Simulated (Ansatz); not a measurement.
**Run report: C$_{5}$H$_{9}$ (charge +1), geometry relaxation (part 2 of 2)**

Continued. System: C$_{5}$H$_{9}$, charge +1, SMILES C=C(C)[CH+]C. Method: RKS PBE-D4/def2-SVP (Ansatz 0.2.0). The geometry comes from this level: GFN2-xTB.

Geometry of the input (Å):
```
C  -1.2058  1.3426  0.4347
C  -0.4725  0.2335  0.1204
C  -1.0954  -1.1166  0.0022
C  0.9121  0.4035  -0.0909
C  1.8128  -0.6628  -0.4248
H  -2.2700  1.2816  0.6085
H  -0.7587  2.3216  0.5236
H  -0.9377  -1.5285  -0.9962
H  -2.1642  -1.0711  0.1858
H  -0.6555  -1.8067  0.7173
H  1.3108  1.4083  0.0076
H  1.7463  -1.4616  0.3481
H  1.4734  -1.1926  -1.3092
H  2.8433  -0.3429  -0.5466
```

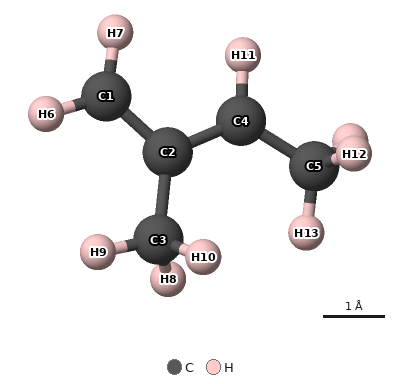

*The geometry at step 15 of the log (ball-and-stick view, seen at a tilt; atoms are numbered from 1 in the order of the input).*

### Trajectory as extended XYZ, continued
```
14
Properties=species:S:1:pos:R:3:forces:R:3 step=7 energy=-5312.18604 accepted=F
C    -1.1934    1.3590    0.4435    0.0050   0.0284   0.0448
C    -0.4982    0.2069    0.1117    0.0651   0.0404   0.0156
C    -1.1489   -1.1350   -0.0357   -0.0070  -0.1234  -0.0793
C     0.9003    0.3923   -0.0778   -0.0687   0.2191   0.0758
C     1.8460   -0.6490   -0.4305    0.0845  -0.4904   0.0112
H    -2.2836    1.3467    0.6132   -0.0124  -0.0034  -0.0137
H    -0.6778    2.3280    0.5568   -0.0069  -0.0035  -0.0177
H    -1.0018   -1.5354   -1.0614   -0.0163   0.0107   0.0141
H    -2.2356   -1.0910    0.1596    0.0085   0.0133   0.0063
H    -0.7021   -1.8738    0.6614   -0.0033   0.0147   0.0159
H     1.2849    1.4217    0.0758   -0.0133  -0.0952  -0.0091
H     1.9679   -1.3322    0.4707   -0.0546   0.2460  -0.2628
H     1.4295   -1.3531   -1.2010    0.1133   0.1742   0.1928
H     2.8516   -0.2769   -0.7059   -0.0937  -0.0309   0.0062
14
Properties=species:S:1:pos:R:3:forces:R:3 step=8 energy=-5312.18955
C    -1.1956    1.3604    0.4424   -0.0121  -0.0059  -0.0021
C    -0.4932    0.2106    0.1157    0.0114   0.0258   0.0115
C    -1.1369   -1.1384   -0.0262   -0.0041  -0.0118  -0.0209
C     0.9029    0.4010   -0.0777   -0.0066   0.0233   0.0110
C     1.8421   -0.6526   -0.4295    0.0110  -0.0483  -0.0134
H    -2.2864    1.3403    0.6098    0.0001   0.0037  -0.0011
H    -0.6886    2.3351    0.5428    0.0029  -0.0013   0.0019
H    -0.9890   -1.5436   -1.0491   -0.0045   0.0025   0.0004
H    -2.2233   -1.0946    0.1701    0.0021  -0.0020   0.0012
H    -0.6878   -1.8679    0.6789   -0.0002  -0.0018   0.0072
H     1.2912    1.4277    0.0674   -0.0049  -0.0227   0.0000
H     1.9062   -1.3652    0.4372    0.0014   0.0236   0.0015
H     1.4379   -1.3088   -1.2367    0.0060   0.0115   0.0117
H     2.8594   -0.2956   -0.6647   -0.0027   0.0032  -0.0090
14
Properties=species:S:1:pos:R:3:forces:R:3 step=9 energy=-5312.19050
C    -1.1946    1.3592    0.4459   -0.0021   0.0098   0.0094
C    -0.4949    0.2092    0.1148    0.0225   0.0174   0.0040
C    -1.1431   -1.1360   -0.0379   -0.0018  -0.0409  -0.0280
C     0.9024    0.3965   -0.0748   -0.0238   0.0642   0.0183
C     1.8427   -0.6528   -0.4313    0.0204  -0.2304   0.0078
H    -2.2862    1.3429    0.6076   -0.0031   0.0007  -0.0031
H    -0.6836    2.3307    0.5574   -0.0009  -0.0030  -0.0031
H    -0.9982   -1.5328   -1.0647   -0.0061   0.0064   0.0039
H    -2.2291   -1.0915    0.1601    0.0008   0.0030   0.0032
H    -0.6951   -1.8737    0.6595   -0.0027   0.0041   0.0066
H     1.2920    1.4217    0.0792   -0.0018  -0.0305   0.0072
H     1.9593   -1.3249    0.4708   -0.0116   0.1294  -0.1319
H     1.4198   -1.3539   -1.1940    0.0680   0.0923   0.1006
H     2.8476   -0.2865   -0.7122   -0.0578  -0.0225   0.0052
14
Properties=species:S:1:pos:R:3:forces:R:3 step=10 energy=-5312.19155
C    -1.1944    1.3588    0.4476    0.0015   0.0083   0.0079
C    -0.4953    0.2088    0.1149    0.0190   0.0118  -0.0127
C    -1.1447   -1.1356   -0.0419   -0.0006  -0.0358  -0.0193
C     0.9020    0.3956   -0.0753   -0.0166   0.0459   0.0396
C     1.8429   -0.6540   -0.4307    0.0034  -0.1909  -0.0069
H    -2.2862    1.3436    0.6079   -0.0019  -0.0006  -0.0011
H    -0.6821    2.3293    0.5616   -0.0020  -0.0006  -0.0035
H    -1.0017   -1.5289   -1.0703   -0.0050   0.0065   0.0039
H    -2.2304   -1.0906    0.1577   -0.0001   0.0027   0.0029
H    -0.6969   -1.8761    0.6527   -0.0029   0.0058   0.0037
H     1.2926    1.4197    0.0812    0.0003  -0.0187   0.0061
H     1.9745   -1.3106    0.4798   -0.0102   0.1118  -0.1106
H     1.4158   -1.3660   -1.1790    0.0636   0.0738   0.0841
H     2.8429   -0.2857   -0.7258   -0.0485  -0.0200   0.0059
14
Properties=species:S:1:pos:R:3:forces:R:3 step=11 energy=-5312.19521
C    -1.1918    1.3557    0.4588    0.0080   0.0109  -0.0553
C    -0.4988    0.2062    0.1108   -0.0067  -0.0285   0.0247
C    -1.1579   -1.1331   -0.0695    0.0105   0.0071   0.0034
C     0.9010    0.3861   -0.0656    0.0160  -0.0463  -0.0314
C     1.8423   -0.6621   -0.4316    0.0036  -0.2288   0.1117
H    -2.2856    1.3480    0.6067    0.0034  -0.0050   0.0118
H    -0.6732    2.3218    0.5820   -0.0042  -0.0044   0.0234
H    -1.0264   -1.5050   -1.1073   -0.0019   0.0045   0.0098
H    -2.2417   -1.0830    0.1395   -0.0026   0.0029  -0.0031
H    -0.7122   -1.8895    0.6094   -0.0043   0.0137  -0.0136
H     1.2995    1.4020    0.1139    0.0160   0.0160   0.0239
H     2.0895   -1.2078    0.5376   -0.0374   0.1863  -0.3030
H     1.3882   -1.4541   -1.0767    0.1376   0.1542   0.1391
H     2.8061   -0.2766   -0.8276   -0.1380  -0.0826   0.0585
14
Properties=species:S:1:pos:R:3:forces:R:3 step=12 energy=-5312.19328 accepted=F
C    -1.1939    1.3585    0.4421    0.0697  -0.0338   0.3398
C    -0.5006    0.2051    0.1078   -0.0406   0.0217  -0.1744
C    -1.1638   -1.1308   -0.0812    0.0073   0.0075  -0.0002
C     0.8984    0.3847   -0.0751    0.0467  -0.0791   0.1317
C     1.8419   -0.6654   -0.4281   -0.0155  -0.2624   0.0479
H    -2.2840    1.3463    0.6165   -0.0048   0.0203  -0.1061
H    -0.6669    2.3133    0.6187   -0.0402  -0.0092  -0.1252
H    -1.0305   -1.4982   -1.1203   -0.0015   0.0007   0.0094
H    -2.2482   -1.0772    0.1241    0.0004   0.0001   0.0017
H    -0.7230   -1.8915    0.5959   -0.0053   0.0117  -0.0089
H     1.3001    1.3976    0.1170    0.0069   0.0144  -0.0291
H     2.1356   -1.1583    0.5562   -0.0482   0.1870  -0.2886
H     1.3866   -1.4935   -1.0244    0.1378   0.1876   0.1327
H     2.7872   -0.2821   -0.8687   -0.1127  -0.0663   0.0694
14
Properties=species:S:1:pos:R:3:forces:R:3 step=13 energy=-5312.20013
C    -1.1913    1.3548    0.4610    0.0001   0.0166  -0.0383
C    -0.4996    0.2043    0.1138   -0.0036  -0.0010  -0.0334
C    -1.1616   -1.1318   -0.0739    0.0046  -0.0029   0.0100
C     0.8996    0.3841   -0.0673    0.0141  -0.0306   0.0490
C     1.8414   -0.6639   -0.4286   -0.0234  -0.1326  -0.0127
H    -2.2858    1.3487    0.6033    0.0046  -0.0047   0.0170
H    -0.6716    2.3192    0.5925   -0.0028  -0.0057   0.0115
H    -1.0294   -1.4996   -1.1128    0.0002   0.0050   0.0043
H    -2.2456   -1.0799    0.1336   -0.0002   0.0001   0.0003
H    -0.7180   -1.8916    0.6021   -0.0063   0.0028  -0.0059
H     1.2997    1.3995    0.1156    0.0070   0.0007   0.0100
H     2.1140   -1.1842    0.5384   -0.0094   0.0919  -0.1037
H     1.3931   -1.4698   -1.0522    0.0536   0.0740   0.0694
H     2.7940   -0.2815   -0.8450   -0.0385  -0.0137   0.0226
14
Properties=species:S:1:pos:R:3:forces:R:3 step=14 energy=-5312.20585
C    -1.1899    1.3540    0.4627   -0.0081  -0.0021  -0.0111
C    -0.5028    0.2021    0.1105   -0.0074   0.0258  -0.0174
C    -1.1713   -1.1288   -0.0886    0.0086  -0.0238   0.0290
C     0.8984    0.3747   -0.0581    0.0187  -0.0135   0.0138
C     1.8383   -0.6709   -0.4280    0.0085  -0.0602   0.0137
H    -2.2848    1.3500    0.6019    0.0004   0.0034   0.0021
H    -0.6680    2.3154    0.6066    0.0058  -0.0080   0.0066
H    -1.0330   -1.4951   -1.1270   -0.0038   0.0060  -0.0003
H    -2.2561   -1.0726    0.1131   -0.0025   0.0075  -0.0091
H    -0.7367   -1.8917    0.5901   -0.0087   0.0018  -0.0163
H     1.3062    1.3839    0.1432   -0.0016  -0.0041   0.0080
H     2.1895   -1.1193    0.5477   -0.0096   0.0412  -0.0583
H     1.3866   -1.5116   -0.9932    0.0286   0.0241   0.0407
H     2.7626   -0.2817   -0.9005   -0.0287   0.0020  -0.0015
14
Properties=species:S:1:pos:R:3:forces:R:3 step=15 energy=-5312.20893
C    -1.1874    1.3516    0.4674   -0.0132  -0.0089  -0.0125
C    -0.5076    0.1973    0.1082   -0.0057   0.0279   0.0273
C    -1.1868   -1.1258   -0.1077   -0.0038  -0.0134   0.0050
C     0.8966    0.3600   -0.0447    0.0206  -0.0133  -0.0050
C     1.8371   -0.6798   -0.4243    0.1949  -0.1505   0.2132
H    -2.2845    1.3565    0.5906    0.0082   0.0059   0.0044
H    -0.6581    2.3056    0.6332    0.0027  -0.0133  -0.0024
H    -1.0429   -1.4855   -1.1472   -0.0030   0.0018  -0.0076
H    -2.2730   -1.0589    0.0839    0.0004   0.0047  -0.0083
H    -0.7676   -1.8982    0.5696   -0.0051   0.0044  -0.0105
H     1.3118    1.3618    0.1786   -0.0061  -0.0078  -0.0057
H     2.3035   -1.0235    0.5593   -0.1363   0.1088  -0.3447
H     1.3844   -1.5758   -0.9002    0.1000   0.1371   0.0785
H     2.7135   -0.2770   -0.9862   -0.1537  -0.0833   0.0683
14
Properties=species:S:1:pos:R:3:forces:R:3 step=16 energy=-5312.21325
C    -1.1870    1.3513    0.4655   -0.0107  -0.0281   0.0871
C    -0.5082    0.1949    0.1115   -0.0034   0.0410  -0.0208
C    -1.1909   -1.1247   -0.1125   -0.0039  -0.0203   0.0119
C     0.8963    0.3563   -0.0393   -0.0036   0.0350  -0.0582
C     1.8385   -0.6814   -0.4173    0.1225  -0.0995   0.1439
H    -2.2830    1.3556    0.5982    0.0056   0.0138  -0.0314
H    -0.6555    2.3023    0.6399    0.0026  -0.0024  -0.0268
H    -1.0422   -1.4809   -1.1525    0.0000   0.0029  -0.0062
H    -2.2782   -1.0541    0.0721    0.0022   0.0029  -0.0039
H    -0.7788   -1.9012    0.5641   -0.0048  -0.0030  -0.0050
H     1.3097    1.3619    0.1715   -0.0068  -0.0262   0.0189
H     2.3278   -1.0029    0.5534   -0.0559   0.0502  -0.1634
H     1.3926   -1.5866   -0.8726    0.0214   0.0502   0.0327
H     2.6978   -0.2822   -1.0015   -0.0650  -0.0164   0.0212
14
Properties=species:S:1:pos:R:3:forces:R:3 step=17 energy=-5312.21222 accepted=F
C    -1.1902    1.3537    0.4694    0.0096  -0.0170  -0.0149
C    -0.5154    0.1932    0.1201   -0.0271  -0.0548  -0.0570
C    -1.2064   -1.1214   -0.1289    0.0231   0.0987  -0.0355
C     0.8934    0.3351   -0.0063    0.0148   0.0226   0.1681
C     1.8338   -0.7015   -0.3803    0.1734   0.0510  -0.0222
H    -2.2896    1.3699    0.5687    0.0121   0.0012   0.0231
H    -0.6536    2.3001    0.6545    0.0022  -0.0100  -0.0148
H    -1.0430   -1.4581   -1.1730   -0.0076  -0.0141  -0.0106
H    -2.2956   -1.0430    0.0363   -0.0116  -0.0029   0.0139
H    -0.8094   -1.9112    0.5387    0.0014  -0.0226   0.0308
H     1.3223    1.3325    0.2074   -0.0413   0.0272   0.0376
H     2.5040   -0.9302    0.4928   -0.1222   0.0569   0.0946
H     1.3950   -1.6433   -0.7467    0.0042  -0.0464  -0.0558
H     2.5935   -0.2675   -1.0721   -0.0310  -0.0898  -0.1574
14
Properties=species:S:1:pos:R:3:forces:R:3 step=18 energy=-5312.21740
C    -1.1855    1.3478    0.4789   -0.0327   0.0319  -0.1193
C    -0.5110    0.1921    0.1146    0.0055  -0.0035   0.0248
C    -1.1994   -1.1229   -0.1242    0.0017   0.0011   0.0031
C     0.8956    0.3468   -0.0244   -0.0189   0.0279   0.0164
C     1.8387   -0.6888   -0.4020    0.1209  -0.0505   0.0458
H    -2.2840    1.3618    0.5878    0.0154  -0.0057   0.0400
H    -0.6523    2.3009    0.6366    0.0077  -0.0180   0.0457
H    -1.0469   -1.4690   -1.1672    0.0006   0.0030  -0.0006
H    -2.2872   -1.0472    0.0542    0.0000   0.0013  -0.0011
H    -0.7953   -1.9079    0.5469   -0.0041  -0.0054  -0.0015
H     1.3130    1.3476    0.1999   -0.0087  -0.0121   0.0034
H     2.4088   -0.9511    0.5366   -0.0418   0.0372  -0.0775
H     1.3963   -1.6179   -0.8041    0.0028   0.0190   0.0064
H     2.6483   -0.2839   -1.0530   -0.0483  -0.0264   0.0144
14
Properties=species:S:1:pos:R:3:forces:R:3 step=19 energy=-5312.21794
C    -1.1880    1.3523    0.4627    0.0206  -0.0151   0.1388
C    -0.5152    0.1933    0.1052   -0.0101  -0.0246  -0.0202
C    -1.2071   -1.1208   -0.1361    0.0060   0.0472  -0.0509
C     0.8940    0.3387   -0.0161   -0.0017   0.0038   0.1166
C     1.8385   -0.6978   -0.3850    0.2164  -0.0375   0.0404
H    -2.2847    1.3654    0.5895    0.0088   0.0118  -0.0432
H    -0.6471    2.2942    0.6616   -0.0179  -0.0147  -0.0607
H    -1.0479   -1.4654   -1.1785   -0.0074  -0.0115  -0.0008
H    -2.2958   -1.0400    0.0333   -0.0037  -0.0004   0.0016
H    -0.8115   -1.9081    0.5369    0.0042   0.0032   0.0078
H     1.3170    1.3332    0.2229   -0.0185   0.0209  -0.0319
H     2.4899   -0.9008    0.5169   -0.1412   0.0530  -0.1352
H     1.3983   -1.6495   -0.7353    0.0487   0.0580   0.0027
H     2.5985   -0.2861   -1.0974   -0.1042  -0.0940   0.0349
14
Properties=species:S:1:pos:R:3:forces:R:3 step=20 energy=-5312.21940
C    -1.1801    1.3414    0.4945   -0.0211   0.0327   0.0029
C    -0.5169    0.1917    0.0941   -0.0279   0.0012  -0.0764
C    -1.2135   -1.1168   -0.1598    0.0043   0.0176  -0.0022
C     0.8888    0.3446   -0.0464    0.0780  -0.0541   0.1532
C     1.8437   -0.6998   -0.3701    0.0323   0.0318  -0.0423
H    -2.2728    1.3523    0.6485   -0.0050  -0.0027   0.0132
H    -0.6365    2.2836    0.6811   -0.0099  -0.0051  -0.0245
H    -1.0542   -1.4590   -1.2034    0.0189   0.0056   0.0218
H    -2.3029   -1.0327    0.0057    0.0072   0.0025   0.0125
H    -0.8228   -1.9058    0.5145   -0.0128  -0.0203  -0.0110
H     1.3050    1.3498    0.1580   -0.0139   0.0100  -0.0200
H     2.4890   -0.8406    0.5403   -0.0247  -0.0011  -0.0120
H     1.4151   -1.6708   -0.6709   -0.0020  -0.0096   0.0012
H     2.5970   -0.3294   -1.1057   -0.0234  -0.0085  -0.0165
14
Properties=species:S:1:pos:R:3:forces:R:3 step=21 energy=-5312.22226
C    -1.1851    1.3441    0.4854    0.0685  -0.0062  -0.0101
C    -0.5154    0.1909    0.1018    0.0260  -0.0066   0.0467
C    -1.2139   -1.1136   -0.1605    0.0044  -0.0327  -0.0152
C     0.8966    0.3329   -0.0068   -0.1092   0.0534  -0.0481
C     1.8474   -0.7045   -0.3615   -0.0231  -0.0130   0.0438
H    -2.2793    1.3561    0.6274   -0.0063   0.0042  -0.0169
H    -0.6419    2.2882    0.6623   -0.0162  -0.0005   0.0146
H    -1.0445   -1.4503   -1.2041   -0.0056   0.0020   0.0057
H    -2.3040   -1.0258   -0.0027    0.0008  -0.0004  -0.0052
H    -0.8341   -1.9125    0.5091   -0.0002   0.0104  -0.0017
H     1.3102    1.3368    0.2099    0.0164  -0.0115   0.0047
H     2.5454   -0.8268    0.5088    0.0333  -0.0057  -0.0279
H     1.4167   -1.6821   -0.6376   -0.0079   0.0064   0.0006
H     2.5407   -0.3251   -1.1511    0.0192   0.0003   0.0090
14
Properties=species:S:1:pos:R:3:forces:R:3 step=22 energy=-5312.22343
C    -1.1839    1.3453    0.4834   -0.0027  -0.0077  -0.0069
C    -0.5155    0.1888    0.1087   -0.0077   0.0036   0.0169
C    -1.2143   -1.1149   -0.1607   -0.0031   0.0038  -0.0139
C     0.8950    0.3311    0.0031    0.0073   0.0003   0.0060
C     1.8454   -0.7056   -0.3558   -0.0011   0.0047  -0.0095
H    -2.2811    1.3642    0.6027    0.0029  -0.0034  -0.0002
H    -0.6414    2.2864    0.6753    0.0042   0.0034  -0.0014
H    -1.0409   -1.4484   -1.2043    0.0028  -0.0050  -0.0030
H    -2.3052   -1.0266   -0.0091    0.0005   0.0022   0.0029
H    -0.8386   -1.9150    0.5091    0.0025   0.0024   0.0031
H     1.3130    1.3319    0.2245   -0.0034   0.0026   0.0042
H     2.5749   -0.8155    0.4888    0.0025   0.0016   0.0004
H     1.4149   -1.6865   -0.6189   -0.0031  -0.0037   0.0028
H     2.5167   -0.3268   -1.1663   -0.0019  -0.0048  -0.0015
```
